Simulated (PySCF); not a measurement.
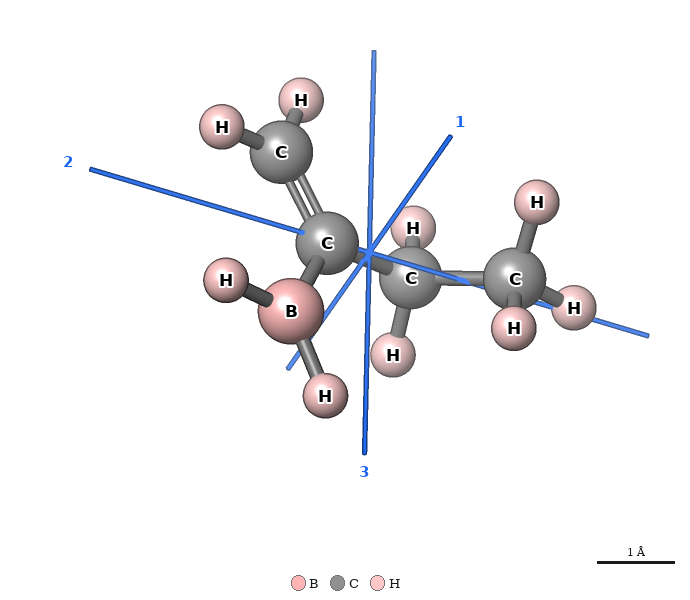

The three principal axes of inertia are drawn and numbered. Atoms fade into the background with distance from the viewer. The computed structure is the end point of a PBE0-D3(BJ)/def2-SVP optimisation. No frequency run is at hand to confirm it as a minimum. Masses are those of the most abundant isotopes; constants are for the rigid equilibrium geometry.

Which line is the a axis (least moment of inertia), which b and which c?

Answer. a is line 2, b is line 3, c is line 1; the moments are 66.4, 135, 174 u Å².

What kind of rotor is it, and what are its rotational constants in cm⁻¹?

Answer. An asymmetric top (C1): A = 0.254, B = 0.125, C = 0.0966 cm⁻¹. Ray's parameter κ is −0.64, nearer the prolate limit.
